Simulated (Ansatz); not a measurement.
# GeH2Cl (SMILES [Cl][GeH2]): UB3LYP/6-31G(d) (spherical functions)

Aim: the electronic atomisation energy of GeH2Cl at UB3LYP/6-31G* (spherical functions), from 4 runs. 

The calculation is run with Ansatz 0.2.0.

39 further runs of the same task are left out: 39 set aside as unsound or not needed.

### 1 The structure to begin with

GeH2Cl: 4 atoms, total charge 0, spin state doublet. SMILES: `[Cl][GeH2]`. The shape is that of a PBE0-D4/def2-TZVP optimisation.

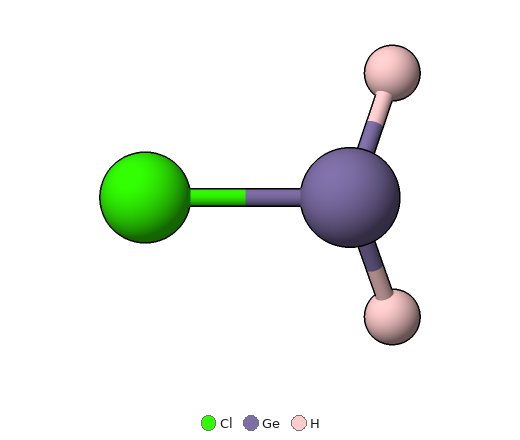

Viewed from a chosen angle; chlorine green, germanium purple, hydrogen pink.

### 2 A single-point energy at UB3LYP/6-31G(d) (spherical functions)

Contents of molecule.yaml:

```yaml
crystal:
  periodic: [false, false, false]
  atoms:
    - {symbol: Cl, position_ang: [-1.562900, 0.305200, 0.993500]}
    - {symbol: Ge, position_ang: [0.106700, -0.451100, -0.141600]}
    - {symbol: H, position_ang: [0.072700, 0.259600, -1.514200]}
    - {symbol: H, position_ang: [1.383400, -0.113700, 0.662300]}
basis:
  gaussian:
    orbitals: 6-31G_st_-spherical.json
magnetization:
  spin_polarized: true
  initial_magnetization: 1
accuracy: high
hamiltonian:
  xc: {name: B3LYP}
output:
  orbitals: {seedname: orbitals}
total_charge: 0
```

The basis set 6-31G* is read from a file made from the Basis Set Exchange's data (not shown).

Command:

```sh
$ ansatz run molecule.yaml --threads 1 --pin off --max-ram 3480MiB --events-out events.jsonl --progress --plain --runs-dir runs
```

Output:

```text
Warning: RAYON_NUM_THREADS=1 ignored (pool sized by the plan → 1); use --threads N
Functional definition: B3LYP
  name "B3LYP"
  parameter a0 = 0.2
  parameter ax = 0.72
  parameter ac = 0.81
  exchange = (1 - a0 - ax)*slater_x + ax*b88_x + a0*exact_x
  correlation = (1 - ac)*vwn_rpa_c + ac*lyp_c
1039 factors; integrals over basis functions are off by at most 3.7e-9 eV
mean field evaluation 1: about -69066.0469 eV, gradient 1.1e1 eV
mean field evaluation 2: about -69065.8705 eV, gradient 1.3e1 eV
mean field evaluation 4: about -69066.5477 eV, gradient 3.4e-1 eV
mean field evaluation 8: about -69066.6039 eV, gradient 9.2e-3 eV
mean field evaluation 16: about -69066.6039 eV, gradient 1.5e-5 eV
mean field -69066.60394755 eV, -2538.1508800467 hartree, gradient 6.4e-8 eV, S^2 0.751235; 0 other end points of the search recorded, 0 dependent functions left out
reference -69066.60398095 eV, -2538.1508812742 hartree; 26, 25 occupied and 28, 29 virtual orbitals, 1039 factors
Total energy: -69066.60398095 eV, -2538.1508812742 hartree
```

Run time: 5.4 s. Hardware: 1 thread of Arm Neoverse V2, shared host; peak memory 0.21 GiB.

### 3 The Cl atom at the same level

Contents of molecule.yaml:

```yaml
crystal:
  periodic: [false, false, false]
  atoms:
    - {symbol: Cl, position_ang: [0.000000, 0.000000, 0.000000]}
basis:
  gaussian: {orbitals: 6-31G_st_-spherical.json}
magnetization: {spin_polarized: true, initial_magnetization: 1}
hamiltonian: {xc: {name: B3LYP}}
accuracy: high
```

The basis set 6-31G* is read from a file made from the Basis Set Exchange's data (not shown).

Run the same way, it converges to -460.13279 Eh (log not shown).

### 4 The Ge atom, same level

Contents of input.yaml:

```yaml
crystal:
  periodic: [false, false, false]
  atoms:
    - {symbol: Ge, position_ang: [0.000000, 0.000000, 0.000000]}
basis:
  gaussian:
    orbitals: 6-31G_st_-spherical.json
magnetization:
  spin_polarized: true
  initial_magnetization: 2
hamiltonian:
  xc: {name: B3LYP}
accuracy: high
```

The basis set 6-31G* is read from a file made from the Basis Set Exchange's data (not shown).

Run the same way, it converges to -2076.68559 Eh (log not shown).

### 5 The H atom

Contents of run.yaml:

```yaml
crystal:
  periodic: [false, false, false]
  atoms:
    - {symbol: H, position_ang: [0.000000, 0.000000, 0.000000]}
basis:
  gaussian:
    orbitals: "6-31G*"
magnetization:
  spin_polarized: true
  initial_magnetization: 1
hamiltonian:
  xc: {name: B3LYP}
accuracy: high
```

Run the same way, it converges to -0.50027 Eh (log not shown).

### 6 Results

At UB3LYP/6-31G* (spherical functions):

```
                                    quantity           value
                      molecule: total energy  -2538.15088 Eh
molecule: HOMO energy (highest over α and β)        -6.34 eV
 molecule: LUMO energy (lowest over α and β)        -3.66 eV
                              molecule: ⟨S²⟩           0.751
                       Cl atom: total energy   -460.13279 Eh
                               Cl atom: ⟨S²⟩           0.752
                       Ge atom: total energy  -2076.68559 Eh
                               Ge atom: ⟨S²⟩           2.002
                        H atom: total energy     -0.50027 Eh
                                H atom: ⟨S²⟩           0.750
               electronic atomisation energy        9.033 eV
```

**Reading.** Taking the molecule apart into free atoms costs 9.03 eV (872 kJ/mol), before zero-point energy and without spin-orbit coupling.
